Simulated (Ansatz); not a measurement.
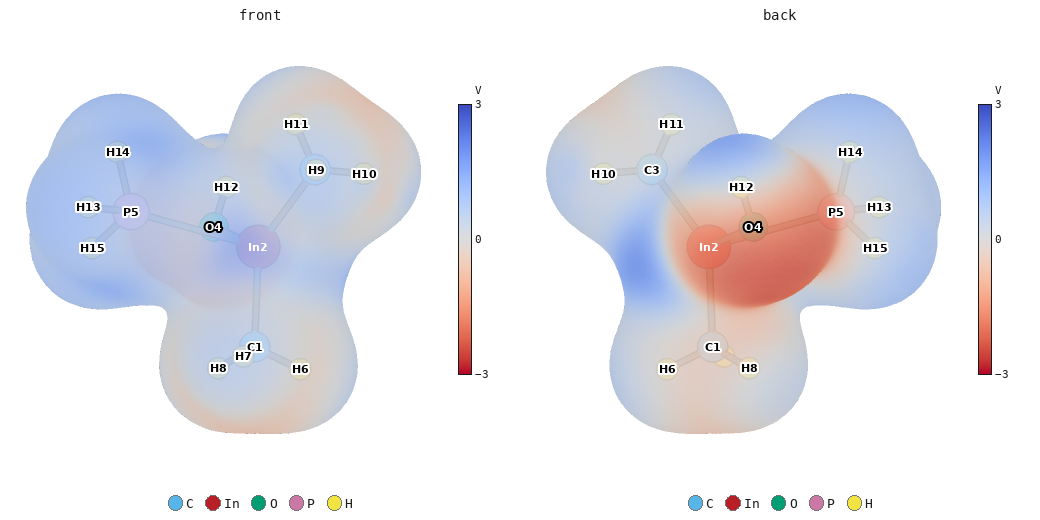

The picture shows: C$_{2}$H$_{10}$InOP (SMILES [CH3][In-]([CH3])([OH])[PH3+]). The electrostatic potential painted on the density surface at 0.002 e/bohr³, seen from the front and from behind; the colour scale runs from red (negative) to blue (positive).

Geometry: PBE0-D4/def2-TZVP; core potentials replace the inner electrons of In.

All numbers below come from RKS PBE0-D4/def2-TZVPP (Ansatz 0.2.0).

```xyz
15

C    -2.0625    0.2070    1.1723
In   -0.1788   -0.5106    0.4370
C     1.7448   -0.8914    1.3277
O    -0.4487   -1.4429   -1.3613
P     0.3523    1.4286   -1.5899
H    -2.4450   -0.4511    1.9544
H    -1.9648    1.2113    1.5878
H    -2.7797    0.2262    0.3510
H     2.0734   -0.0370    1.9217
H     1.6906   -1.7622    1.9841
H     2.4865   -1.0877    0.5520
H     0.2677   -2.0377   -1.5909
H     0.6528    2.8037   -1.7661
H     1.3296    0.9259   -2.4730
H    -0.7398    1.3671   -2.4774
```

Where is the surface potential most negative and most positive?

The most negative region (about −2.2 V) lies over O4, the most positive (about +1.7 V) over In2. O4 is the likeliest acceptor of a hydrogen bond.
